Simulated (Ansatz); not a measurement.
**C$_{4}$H$_{12}$OSi: density, localisation and related maps**

Input

```
crystal:
  periodic: [false, false, false]
  atoms:
    - { symbol: C, position_ang: [-2.5258, -0.4739, 0.1891] }
    - { symbol: C, position_ang: [-1.0904, -0.6052, 0.4455] }
    - { symbol: C, position_ang: [-0.3297, 0.6432, 0.015] }
    - { symbol: C, position_ang: [1.2814, 0.5893, 0.3641] }
    - { symbol: O, position_ang: [1.7017, 1.9291, 0.2966] }
    - { symbol: Si, position_ang: [2.2302, -0.6562, -0.6536] }
    - { symbol: H, position_ang: [-3.0945, -1.3247, 0.4852] }
    - { symbol: H, position_ang: [-2.7243, -0.2431, -0.8944] }
    - { symbol: H, position_ang: [-2.9745, 0.4373, 0.7796] }
    - { symbol: H, position_ang: [-0.7336, -1.4837, -0.0743] }
    - { symbol: H, position_ang: [-0.9473, -0.7955, 1.536] }
    - { symbol: H, position_ang: [-0.4125, 0.8347, -1.0284] }
    - { symbol: H, position_ang: [-0.7793, 1.5434, 0.5164] }
    - { symbol: H, position_ang: [1.2891, 0.2871, 1.433] }
    - { symbol: H, position_ang: [1.5656, 2.2527, -0.5877] }
    - { symbol: H, position_ang: [1.6974, -2.0123, -0.4651] }
    - { symbol: H, position_ang: [3.6666, -0.6306, -0.2302] }
    - { symbol: H, position_ang: [2.1422, -0.2803, -2.0749] }
basis:
  gaussian: { orbitals: "6-31G*" }
hamiltonian:
  xc: pbe0
relax:
  f_tol: 0.015
  max_steps: 40
output:
  orbitals: {}
```

Command:

```sh
ansatz run input.yaml --threads 2 --pin off --max-ram 3072MiB --backend cpu --events-out ev --progress --plain --runs-dir out
```

The fields are those of the run's last geometry, not of the input's.

The calculation used Ansatz, RKS PBE0/6-31G*.

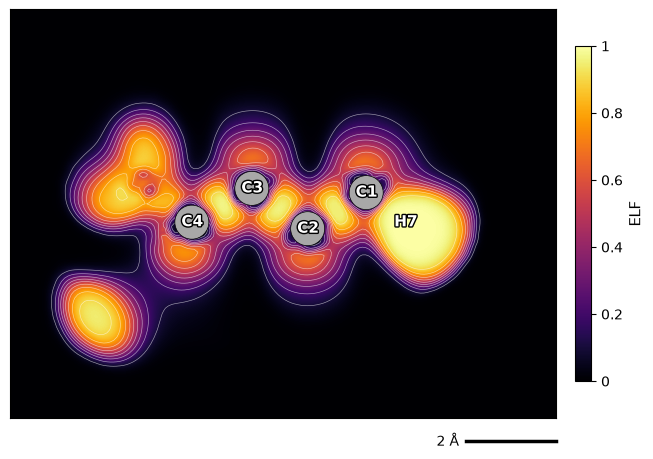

Figure 1. Electron localisation function on the plane of atoms C1, C2 and C3. Grey discs cover the atomic cores.

**Interpret the plot.**

- Atoms in the plane: C and H.
- C–C (1.52 Å): the ELF peaks at about 0.95 between the atoms: a shared electron pair.
- C–H (1.10 Å): the ELF climbs to about 1 towards the hydrogen, as it does in any bond to H: a covalent bond by its length.
- The ELF also peaks beside O5, away from the bonds: lone-pair regions.

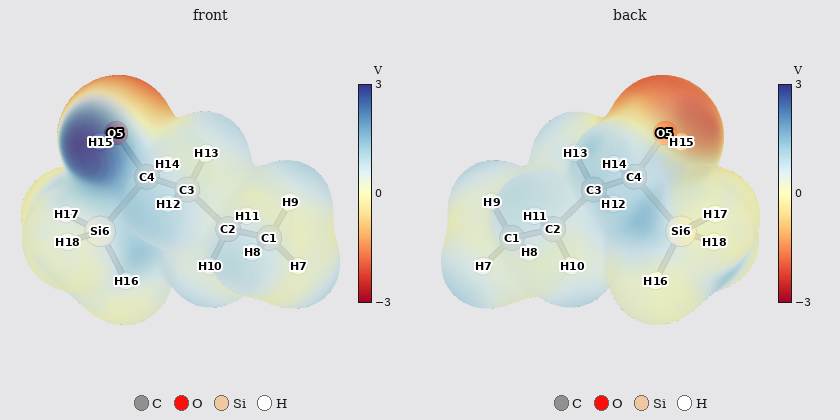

Figure 2. The molecular electrostatic potential painted on the density surface at 0.004 e/bohr³, seen from the front and from behind; red is negative and blue positive.

**Where is the surface potential most negative and most positive?**

The most negative region (about −1.8 V, or −42 kcal/mol for a unit charge) lies over O5, the most positive (about +2.9 V, or +67 kcal/mol for a unit charge) over H15. O5 is the likeliest acceptor of a hydrogen bond.

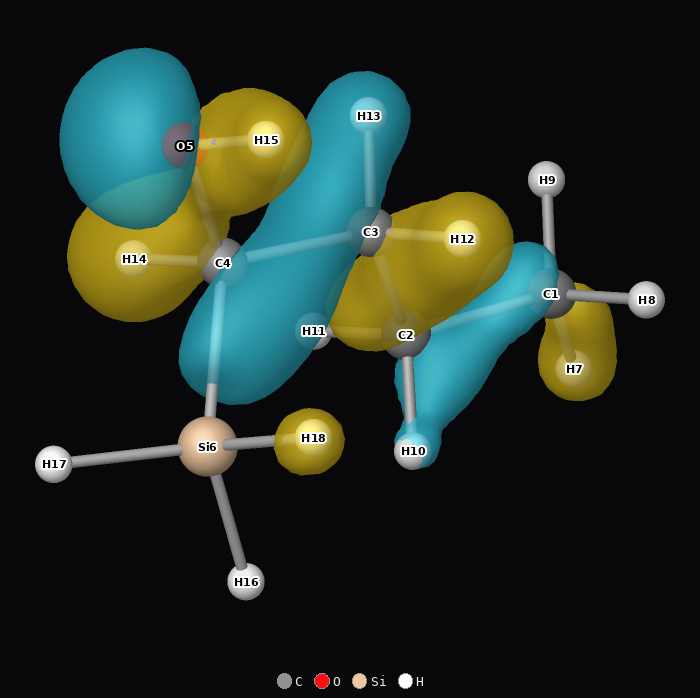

Figure 3. The HOMO−1 at ±0.15 Å⁻³ᐟ² (yellow and cyan are the two phases), seen at an oblique angle.

**Describe this orbital and give its energy.**

It lies mainly on O5 (about 30 %), C4 (about 15 %), C3 (about 15 %), C2 (about 5 %) and H14 (about 5 %). Its energy is −8.69 eV.

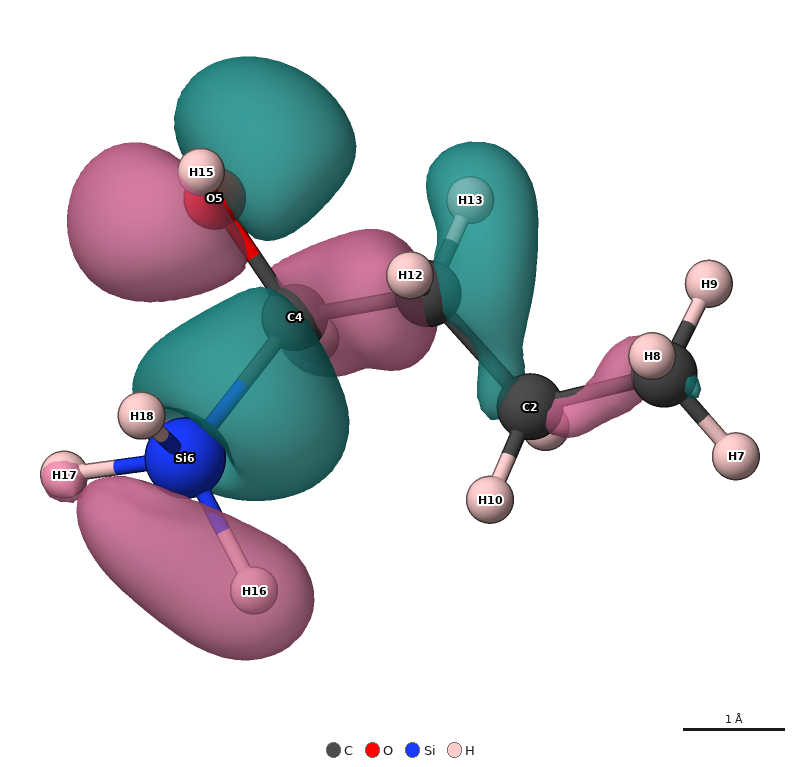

Figure 4. The HOMO at ±0.08 Å⁻³ᐟ² (teal and pink are the two phases), seen at a tilt.

**Describe this orbital and give its energy.**

Its weight (Hirshfeld) is mainly on O5 (about 45 %), C4 (about 20 %), Si6 (about 15 %) and C3 (about 5 %). Its energy is −7.12 eV.
